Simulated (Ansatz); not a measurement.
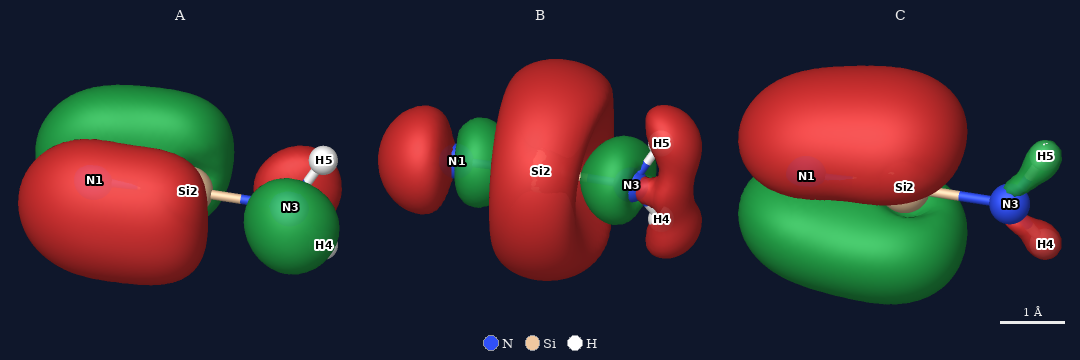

Figure. H2N2Si. Three frontier orbitals at ±0.08 Å⁻³ᐟ² (green and red are the two phases), in no order.

All numbers below come from UKS PBE/6-31G* (Ansatz 0.2.0).

The calculation's input:

```
crystal:
  periodic: [false, false, false]
  atoms:
    - { symbol: "N", position_ang: [-1.23363, -1.7661, 1.22814] }
    - { symbol: Si, position_ang: [-0.46, -0.65774, 0.45658] }
    - { symbol: "N", position_ang: [0.37727, 0.54803, -0.37578] }
    - { symbol: H, position_ang: [1.25564, 0.93309, -0.05913] }
    - { symbol: H, position_ang: [0.06072, 0.94273, -1.24981] }
magnetization:
  spin_polarized: true
basis:
  gaussian: { orbitals: "6-31G*" }
hamiltonian:
  xc: pbe
relax:
  f_tol: 0.02
  max_steps: 50
output:
  orbitals: {}
```

Launched as:

```sh
ansatz run input.yaml --threads 1 --pin off --max-ram 2048MiB --backend cpu --events-out ev --progress --plain --runs-dir out
```

The fields are those of the relaxed geometry.

> Order the three orbitals by energy and name them.

C is the HOMO−1 (−5.95 eV). By Hirshfeld shares it lies mainly on N1 (about 60 %) and Si2 (about 40 %); π-bonding across N1–Si2. A is the HOMO (−5.56 eV). Its weight (Hirshfeld) is mainly on N1 (about 60 %), Si2 (about 30 %) and N3 (about 10 %). B is the LUMO (−3.03 eV). It lies mainly on Si2 (about 50 %), N1 (about 25 %) and N3 (about 15 %).

> What is the HOMO–LUMO gap?

2.53 eV between the orbital energies.
